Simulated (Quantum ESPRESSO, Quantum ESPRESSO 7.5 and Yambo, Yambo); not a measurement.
**Al2O3 (Corundum): a self-consistent loop beyond G0W0, cycle by cycle**

How far does self-consistency move the gap of Al2O3 (Corundum)?

Main program and level: Quantum ESPRESSO 7.5 and Yambo 5.3.0; PBE and many-body steps on it, plane waves.

**What was measured.**

- Gap 8.7 eV: optical band gap of host from absorption; optical absorption, quoted from earlier work; bulk crystal (high-purity reference sample) (quoted in “Multi-petahertz electron interference in Cr:Al2O3 solid-state material”, 2018, pmc:5906618).

## (1) The starting structure

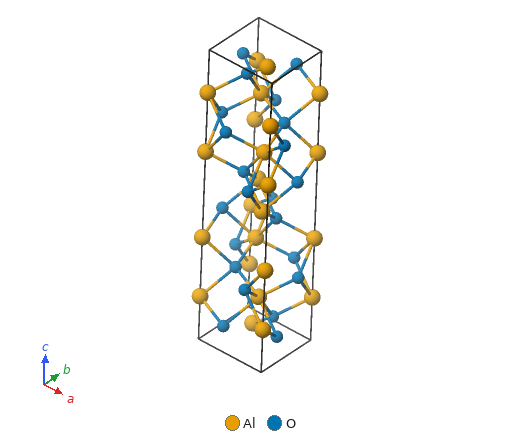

The starting structure, seen from a free direction (aluminium orange, oxygen blue). This picture shows the conventional cell, with its axes. Some periodic images of atoms are drawn too.

The cell and positions come from the Crystallography Open Database and are kept as given unless a step says otherwise.

## (2) Empty states on the mesh, 4×4×4 mesh, 82 bands

This step: Quantum ESPRESSO 7.5; DFT, PBE, plane waves, norm-conserving pseudopotentials.

The sums over transitions need many empty states on a uniform mesh; this step solves for them.

pw.in

```
&control
  calculation = 'nscf'
  prefix = 'x'
  outdir = 'o'
  pseudo_dir = 'pseudo'
/
&system
  ibrav = 0
  nat = 10
  ntyp = 2
  ecutwfc = 72.0
  nbnd = 82
  force_symmorphic = .true.
/
&electrons
  conv_thr = 1e-9
  electron_maxstep = 80
  diago_full_acc = .true.
  diago_thr_init = 5e-6
/
ATOMIC_SPECIES
  Al 26.982 Al.upf
  O 15.999 O.upf
CELL_PARAMETERS angstrom
  2.3802500000 1.3742379782 4.3318666667
  -2.3802500000 1.3742379782 4.3318666667
  -0.0000000000 -2.7484759565 4.3318666667
ATOMIC_POSITIONS crystal
  Al 0.3521600000 0.3521600000 0.3521600000
  Al 0.1478400000 0.1478400000 0.1478400000
  Al 0.6478400000 0.6478400000 0.6478400000
  Al 0.8521600000 0.8521600000 0.8521600000
  O 0.5566800000 0.9433200000 0.2500000000
  O 0.2500000000 0.5566800000 0.9433200000
  O 0.9433200000 0.2500000000 0.5566800000
  O 0.4433200000 0.0566800000 0.7500000000
  O 0.7500000000 0.4433200000 0.0566800000
  O 0.0566800000 0.7500000000 0.4433200000
K_POINTS automatic
  4 4 4 0 0 0
```

The run is started by

```console
$ OMP_NUM_THREADS=1 mpirun -n 8 pw.x -nk 4 -in pw.in > pw.out
```

The program printed:

```text
Program PWSCF v.7.5 starts

     This program is part of the open-source Quantum ESPRESSO suite
     for quantum simulation of materials; please cite
         "P. Giannozzi et al., J. Phys.:Condens. Matter 21 395502 (2009);
         "P. Giannozzi et al., J. Phys.:Condens. Matter 29 465901 (2017);
         "P. Giannozzi et al., J. Chem. Phys. 152 154105 (2020);
     in publications or presentations arising from this work. More details at

     Atomic positions and unit cell read from directory:
     o/x.save/

     Message from routine setup:
[...]
46.5272  47.0675

          k = 0.0000 0.6222-0.1974 (  5936 PWs)   bands (ev):

[...]
37.6932  37.6932  38.7893  38.7893  40.3730  40.3730  40.5384  40.5384
    42.9313  42.9314  43.3330  43.3330  44.7271  44.7271  45.6981  45.6982
    46.0589  46.0589

          k =-0.2694-0.1555 0.1974 (  5916 PWs)   bands (ev):

     [... further k-points ...]

     highest occupied, lowest unoccupied level (ev):     7.7188   13.9851

     XML data file, pseudopotentials, collected wavefunctions

=------------------------------------------------------------------------------=
   JOB DONE.
=------------------------------------------------------------------------------=
```

Run time: 12 s. Hardware: 8 MPI ranks of Arm Neoverse V2, shared host; peak memory 0.59 GiB; 98 s of CPU time.

This step gave:

- gap: 6.266 eV
- k of the valence top: 0, 0, 0
- k of the conduction bottom: 0, 0, 0
- least direct gap: 6.266 eV
- k points computed: 14
- lowest point of the top converged band, above the valence top: 38.34 eV

On this mesh the gap is 6.266 eV.

The density comes from a self-consistent run that is not shown.

## (3) Conversion and set-up

This step: Yambo 5.3.0; conversion and set-up on PBE, plane waves, norm-conserving pseudopotentials.

The states are converted to the many-body program's format and the q mesh is built.

The run is started by

```console
$ (cd o/x.save; p2y > p2y.log; mv SAVE ../..); yambo > setup.log
```

The program printed:

```text
 Yambo, version 5.3.0

 [02] CORE Variables Setup
 =========================

  [02.01] Unit cells
  ==================

  Cell kind             :  Unknown
  Atoms in the cell     :  Al  O
  number of Al atoms    :   4
  number of O  atoms    :   6

  List of atomic masses
  Mass of Al    :  26.98200
  Mass of O     :  15.99900

  List of atomic coordinates    : [cc]
  Al1       :  0.35418E-16 -0.66549E-10   8.6484      order 1
  Al2       : -0.25722E-16 -0.27938E-10   3.6307      order 2
  Al3       :  0.25306E-15 -0.12242E-09   15.910      order 3
[...]
Q [ 1]         [rlu]:  0.000000  0.000000  0.000000
 Q [ 2]         [rlu]: -0.13482E-16 -0.27360E-16  0.25000
 Q [ 3]         [rlu]:  0.26965E-16  0.54720E-16 -0.50000
[...]
Q [ 8]         [rlu]:  0.250000  0.250000  0.250000
 Q [ 9]         [rlu]:  0.250000  0.250000  0.500000
 Q [10]         [rlu]:  0.250000  0.250000 -0.250000
 Q [11]         [rlu]:  0.250000  0.500000  0.500000
 Q [12]         [rlu]:  0.250000  0.500000  0.750000
 Q [13]         [rlu]: -0.500000 -0.500000 -0.500000
 Q [14]         [rlu]: -0.25000      0.44742E-17 -0.50000

  [03.01] X indexes
  =================

   [03.01.01] Sigma indexes
   ========================

 [06] Game Over & Game summary
```

Wall time 2.4 s (1 MPI rank); peak memory 0.25 GiB.

## (4) G0W0

G0W0 replaces the xc potential by the self-energy, built once from these orbitals. Only a window of levels is corrected, while the sums run over the empty bands that the input names.

This step: G0W0 on PBE, plane waves, norm-conserving pseudopotentials.

gw1.in

```
HF_and_locXC
gw0
dyson
ppa
em1d
rim_cut
RandQpts= 1000000
RandGvec= 1 RL
EXXRLvcs= 72 Ry
VXCRLvcs= 288 Ry
Chimod= "HARTREE"
% BndsRnXp
 1 | 82 |
%
NGsBlkXp= 5.5 Ry
% LongDrXp
 1 | 1 | 1 |
%
% GbndRnge
 1 | 82 |
%
DysSolver= "n"
ExtendOut
PPAPntXp= 27.21138 eV
% QPkrange
 1 | 1 | 23 | 26 |
%
```

The run is started by

```console
$ OMP_NUM_THREADS=2 mpirun -n 4 yambo -F gw1.in -J gw1 -C gw1 > gw1.log
```

The program printed:

```text
 Yambo, version 5.3.0

 [02] CORE Variables Setup
 =========================

  [... cell, symmetries and grids as in the set-up ...]

  [02.05] Energies & Occupations
  ==============================

  [X] === General ===
  [X] Electronic Temperature                        :  0.000000  0.000000 [eV K]
  [X] Bosonic    Temperature                        :  0.000000  0.000000 [eV K]
  [X] Finite Temperature mode                       : no
  [X] El. density                                   :  0.56459E+24 [cm-3]
  [X] Fermi Level                                   :  7.718764 [eV]

  [X] === Gaps and Widths ===
  [X] Conduction Band Min                           :  6.266285 [eV]
  [X] Valence Band Max                              :  0.000000 [eV]
  [X] Filled Bands                                  :  24
  [X] Empty Bands                                   :   25   82
  [X] Direct Gap                                    :  6.266285 [eV]
  [X] Direct Gap localized at k                     :  1
  [X] Indirect Gap                                  :  6.266285 [eV]
  [X] Indirect Gap between kpts                     :  1  1
  [X] Last valence band width                       :  0.549060 [eV]
  [X] 1st conduction band width                     :  3.582157 [eV]

 [03] Transferred momenta grid and indexing
 ==========================================

 IBZ Q-points                                      :  14
 BZ  Q-points                                      :   64

 K/Q-points units:
 rlu = crystal or reduced units; cc = cartesian coordinates; iku = interal k-units

 Q [ 1]         [rlu]:  0.000000  0.000000  0.000000
 Q [ 2]         [rlu]: -0.13482E-16 -0.27360E-16  0.25000
 Q [ 3]         [rlu]:  0.26965E-16  0.54720E-16 -0.50000
 Q [ 4]         [rlu]:  0.86127E-17  0.25000      0.25000
 Q [ 5]         [rlu]: -0.12880E-16  0.25000      0.50000
 Q [ 6]         [rlu]: -0.15111E-16  0.25000     -0.25000
 Q [ 7]         [rlu]:  0.11061E-15 -0.50000     -0.50000
 Q [ 8]         [rlu]:  0.250000  0.250000  0.250000
 Q [ 9]         [rlu]:  0.250000  0.250000  0.500000
 Q [10]         [rlu]:  0.250000  0.250000 -0.250000
 Q [11]         [rlu]:  0.250000  0.500000  0.500000
 Q [12]         [rlu]:  0.250000  0.500000  0.750000
 Q [13]         [rlu]: -0.500000 -0.500000 -0.500000
 Q [14]         [rlu]: -0.25000      0.44742E-17 -0.50000

 [04] Coloumb potential Random Integration (RIM)
 ===============================================

  [04.01] RIM initialization
  ==========================

  * Diagonal components only detected *

  8 x (sBL volume)        :  0.054043 [a.u.]
  sBZ random points       :  1000000
  Points outside the sBZ  :   7967396
  RL volume               :  0.432347 [a.u.]
  Integrated volume       :  0.434116 [a.u.]

  [04.02] RIM integrals
  =====================

  Gamma point sphere radius             :  0.068580 [a.u.]
  Points outside the sphere             :   800626
  [Int_sBZ(q=0) 1/q^2]*(Vol_sBZ)^(-1/3) =:  7.770918
                                 should be <:  7.795600

  Summary of Coulomb integrals for non-metallic bands |Q|[au] RIM/Bare

  Q [1] 0.100000E-4 0.996834 * Q [8] 0.191887 1.041586
  Q [2] 0.211524 1.077508 * Q [4] 0.238781 1.069714
  Q [9] 0.325746 1.027742 * Q [6] 0.349219 1.032846
  Q [11] 0.378062 1.020848 * Q [13] 0.383774 1.015523
  Q [5] 0.398466 1.024401 * Q [14] 0.398466 1.024201
  Q [10] 0.408285 1.024609 * Q [3] 0.423049 1.022144
  Q [7] 0.477561 1.017329 * Q [12] 0.518880 1.013830

 [05] Dipoles
 ============

  [05.01] Setup: observables and procedures
  =========================================

  [WARNING] [x,Vnl] slows the Dipoles computation. To neglect it rename the ns.kb_pp file

 [06] Dynamic Dielectric Matrix (PPA)
 ====================================

 [WR./gw1//ndb.pp]---------------------------------------------------------------
  Brillouin Zone Q/K grids (IBZ/BZ)                :   14   64   14   64
  RL vectors                                       :   7193 [WF]
  Coulomb cutoff potential                         : none
  Electronic Temperature                           :  0.000000 [K]
  Bosonic    Temperature                           :  0.000000 [K]
  PPA    diel. fun.  energies                      : Perdew, Burke & Ernzerhof(X)+Perdew, Burke & Ernzerhof(C)
  wavefunctions                                    : Perdew, Burke & Ernzerhof(X)+Perdew, Burke & Ernzerhof(C)
  Global Gauge                                     : length
  X matrix size                                    :  157
  X band range                                     :    1   82
  X e/h energy range                               : -1.000000 -1.000000 [eV]
  X Time ordering                                  : R
  X Hxc Kernel                                     : HARTREE
  X Drude frequency                                :  0.000000  0.000000
  X poles                                          :  100.0000 [o/o]
  RL vectors in the sum                            :   7193
  [r,Vnl] included                                 : yes
  Field direction                                  :  0.577350E-5  0.577350E-5  0.577350E-5
  BZ energy Double Grid                            : no
  BZ energy DbGd points                            : 0
  BZ Q point size factor                           : -1.000000
  X Optical Averaged directions                    : none

 [07] Local Exchange-Correlation + Non-Local Fock
 ================================================

 [VXC] Plane waves :   47361
 [EXS] Plane waves :   5903

 QP @ state[ 1 ] K range:  1  1
 QP @ state[ 1 ] b range:  23  26

 [xc] Functional : Perdew, Burke & Ernzerhof(X)+Perdew, Burke & Ernzerhof(C)
 [xc] LIBXC used to calculate xc functional
  PP Number of Atomic Species                      :  2
  NLCC RL compoments                               :   47361
  PP Number of Atomic Species                      :  2
  NLCC RL compoments                               :   47361

 [xc] E_xc :  -25.09482 [Ha]
      E_xc :  -50.18965 [Ry]

  Local XC kind (lXC) : Perdew, Burke & Ernzerhof(X)+Perdew, Burke & Ernzerhof(C)
  Non-Local XC kind (nlXC) : Hartree-Fock

  Corrections @ K [1] :  [eV]
 <23|nlXC|23> = -25.96451  0.11361E-16 <23|lXC|23> = -20.46730 -0.18882E-15
 <24|nlXC|24> = -25.83752  0.20004E-16 <24|lXC|24> = -20.39748 -0.94408E-16
 <25|nlXC|25> = -8.925502 -0.35359E-18 <25|lXC|25> = -13.77893 -0.56645E-15
 <26|nlXC|26> = -6.122223  0.62904E-18 <26|lXC|26> = -11.42353 -0.56645E-15

 [08] Dyson equation: Newton solver
 ==================================

  [08.01] G0W0 (W PPA)
  ====================

  [  GW  ] Bands range     :    1   82
  [GW/PPA] G damping       :  0.100000 [eV]

  QP @ state[ 1 ] K range:  1  1
  QP @ state[ 1 ] b range:  23  26

   Sc/G bands                                       :    1   82
   Sc/G damping                                     :  0.100000 ev
   Sc bands terminator                              : no
   Sx RL components                                 :   5903

   QP @ state[ 1 ] K range                          :  1  1
   QP @ state[ 1 ] b range                          :  23  26
   GF energies kind                                 : Perdew, Burke & Ernzerhof(X)+Perdew, Burke & Ernzerhof(C)
   GF WF`s kind                                     : Perdew, Burke & Ernzerhof(X)+Perdew, Burke & Ernzerhof(C)
   Xs energies kind                                 : Perdew, Burke & Ernzerhof(X)+Perdew, Burke & Ernzerhof(C)
   Xs WF`s kind                                     : Perdew, Burke & Ernzerhof(X)+Perdew, Burke & Ernzerhof(C)

 [11] Game Over & Game summary
```

Elapsed: 67 s, on 4 MPI ranks; peak memory 3.2 GiB.

Numbers from this step:

* G0W0 gap on the points computed: 8.380 eV
* starting gap on the mesh: 6.266 eV
* k of the valence top: 0, 0, 0
* k of the conduction bottom: 0, 0, 0
* least direct G0W0 gap on the computed points: 8.380 eV
* Z at the valence top: 0.8218
* Z at the conduction bottom: 0.8593

The gap on the mesh goes from 6.27 eV to 8.38 eV, a correction of +2.11 eV.

## (5) evGW0, cycle 1

This step: evGW0 on PBE, plane waves, norm-conserving pseudopotentials.

gw3.in, as its differences from gw1.in of step 4:

```diff
@@ -25,3 +25,4 @@
 % QPkrange
- 1 | 1 | 23 | 26 |
+ 1 | 14 | 22 | 27 |
 %
+GfnQPdb= "E < ./gw2/ndb.QP"
```

The run is started by

```console
$ OMP_NUM_THREADS=2 mpirun -n 4 yambo -F gw3.in -J gw3,gw1_W -C gw3 > gw3.log
```

The program printed:

```text
 Yambo, version 5.3.0

 [02] CORE Variables Setup
 =========================

  [... cell, symmetries and grids as in the set-up ...]

  [02.05] Energies & Occupations
  ==============================

  [X] === General ===
  [X] Electronic Temperature                        :  0.000000  0.000000 [eV K]
  [X] Bosonic    Temperature                        :  0.000000  0.000000 [eV K]
  [X] Finite Temperature mode                       : no
  [X] El. density                                   :  0.56459E+24 [cm-3]
  [X] Fermi Level                                   :  7.718764 [eV]

  [X] === Gaps and Widths ===
  [X] Conduction Band Min                           :  6.266285 [eV]
  [X] Valence Band Max                              :  0.000000 [eV]
  [X] Filled Bands                                  :  24
  [X] Empty Bands                                   :   25   82
  [X] Direct Gap                                    :  6.266285 [eV]
  [X] Direct Gap localized at k                     :  1
  [X] Indirect Gap                                  :  6.266285 [eV]
  [X] Indirect Gap between kpts                     :  1  1
  [X] Last valence band width                       :  0.549060 [eV]
  [X] 1st conduction band width                     :  3.582157 [eV]

 [03] Transferred momenta grid and indexing
 ==========================================

 IBZ Q-points                                      :  14
 BZ  Q-points                                      :   64

 K/Q-points units:
 rlu = crystal or reduced units; cc = cartesian coordinates; iku = interal k-units

 Q [ 1]         [rlu]:  0.000000  0.000000  0.000000
 Q [ 2]         [rlu]: -0.13482E-16 -0.27360E-16  0.25000
 Q [ 3]         [rlu]:  0.26965E-16  0.54720E-16 -0.50000
[...]
[G+QP] Direct Gap localized at k                  :  1
  [G+QP] Indirect Gap                               :  8.379763 [eV]
  [G+QP] Indirect Gap between kpts                  :  1  1
  [G+QP] Last valence band width                    :  0.775611 [eV]
  [G+QP] 1st conduction band width                  :  4.018436 [eV]

  [coarse-grid] Minimum Bare Gap        [ev]:  6.266285
  [coarse-grid] Minimum Gap Correction  [ev]:  2.113478

  Eqp @ K [ 1]
  -24.29037 -21.33666 -20.98333 -20.98333 -20.58185 -20.58185  -8.75560  -7.49104
  -7.050824 -7.050824 -5.626424 -5.503498 -5.503498 -4.230979 -3.780802 -1.863565
  -1.863565 -1.693565 -1.693564 -0.672936 -0.672936 -0.101860 -0.101897  0.000000
[...]
Eqp @ K [ 2]
[...]
Eqp @ K [ 3]
[...]
Eqp @ K [ 8]
[...]
Eqp @ K [ 9]
[...]
[... 19 further rows ...]
   15.61272  16.15571  16.39769  16.75142  17.55487  17.78753  17.97648  18.52149
   18.72213  18.94967  19.82893  20.86663  20.92916  22.65129  23.07272  23.48738

 [07] Dipoles
 ============

  [07.01] Setup: observables and procedures
  =========================================

 [08] Dynamic Dielectric Matrix (PPA)
 ====================================

   Sc/G bands                                       :    1   82
   Sc/G damping                                     :  0.100000 ev
   Sc bands terminator                              : no
   Sx RL components                                 :   5903

   QP @ state[ 1 ] K range                          :   1  14
   QP @ state[ 1 ] b range                          :  22  27
   GF energies kind                                 : Perdew, Burke & Ernzerhof(X)+Perdew, Burke & Ernzerhof(C)+ E < ./gw2/ndb.QP + @E Fit
   GF WF`s kind                                     : Perdew, Burke & Ernzerhof(X)+Perdew, Burke & Ernzerhof(C)
   Xs energies kind                                 : Perdew, Burke & Ernzerhof(X)+Perdew, Burke & Ernzerhof(C)
   Xs WF`s kind                                     : Perdew, Burke & Ernzerhof(X)+Perdew, Burke & Ernzerhof(C)

 [13] Game Over & Game summary
```

Run time: 2.6 min. Hardware: 4 MPI ranks; peak memory 3.4 GiB; 19 min of CPU time.

Numbers from this step:

```
quasiparticle gap on the mesh                         : 8.674 eV
gap of the density functional on the mesh             : 6.266 eV
k of the valence top                                  : 0, 0, 0
k of the conduction bottom                            : 0, 0, 0
least direct quasiparticle gap on the computed points : 8.674 eV
Z at the valence top                                  : 0.8278
Z at the conduction bottom                            : 0.8763
```

Against G0W0 in Yambo (4×4×4 mesh, 82 bands, screening to 74.8 eV, Godby-Needs plasmon pole), the gap moves by +0.295 eV.

The program's own table gives 8.936 eV, which is too large where the input levels are shifted: this version takes Σc at the unshifted level E₀, yet steps from the shifted one. The value above is the Newton step from E₀, E₀ + Z(Σc + Σx − Vxc), rebuilt from the printed columns.

## (6) evGW0, cycle 2

The corrected levels of the last cycle go back in.

gw4.in, as its differences from gw3.in of step 5:

```diff
@@ -27,2 +27,2 @@
 %
-GfnQPdb= "E < ./gw2/ndb.QP"
+GfnQPdb= "E < ./gw3_fix/ndb.QP"
```

The run is started by

```console
$ OMP_NUM_THREADS=2 mpirun -n 4 yambo -F gw4.in -J gw4,gw1_W -C gw4 > gw4.log
```

The program printed:

```text
 Yambo, version 5.3.0

 [02] CORE Variables Setup
 =========================

  [... cell, symmetries and grids as in the set-up ...]

  [02.05] Energies & Occupations
  ==============================

  [X] === General ===
  [X] Electronic Temperature                        :  0.000000  0.000000 [eV K]
  [X] Bosonic    Temperature                        :  0.000000  0.000000 [eV K]
  [X] Finite Temperature mode                       : no
  [X] El. density                                   :  0.56459E+24 [cm-3]
[...]
Sx RL components                                 :   5903

   QP @ state[ 1 ] K range                          :   1  14
   QP @ state[ 1 ] b range                          :  22  27
   GF energies kind                                 : Perdew, Burke & Ernzerhof(X)+Perdew, Burke & Ernzerhof(C)+ E < ./gw2/ndb.QP + @E Fit+ E < ./gw3_fix/
   GF WF`s kind                                     : Perdew, Burke & Ernzerhof(X)+Perdew, Burke & Ernzerhof(C)
   Xs energies kind                                 : Perdew, Burke & Ernzerhof(X)+Perdew, Burke & Ernzerhof(C)
   Xs WF`s kind                                     : Perdew, Burke & Ernzerhof(X)+Perdew, Burke & Ernzerhof(C)

 [13] Game Over & Game summary
```

It took 2.6 min on 4 MPI ranks; peak memory 3.4 GiB; 19 min of CPU time.

This step gave:

```
quasiparticle gap on the mesh                         : 8.711 eV
gap of the density functional on the mesh             : 6.266 eV
k of the valence top                                  : 0, 0, 0
k of the conduction bottom                            : 0, 0, 0
least direct quasiparticle gap on the computed points : 8.711 eV
```

Against the cycle before, the gap moves by +0.036 eV.

The program's own table gives 9.003 eV, which is too large where the input levels are shifted: this version takes Σc at the unshifted level E₀, yet steps from the shifted one. The value above is the Newton step from E₀, E₀ + Z(Σc + Σx − Vxc), rebuilt from the printed columns.

(Part 1 of 2 ends here.)

[Paths, hosts, dates, memory and timing lines, banners, echoed tables and standing remarks are left out of the program output.]

[Logs are printed without paths, hosts, clocks, repeated set-up lines and the standing remarks that a program may print on its own settings, such as how far it seeks lower states.]

[Runs of the session that timed out or met a known fault of the program may be left out.]

[Hosts, paths, dates, database ids (printed as entryN), source tags and the programs' standing remarks are cut or masked in the printed files.]
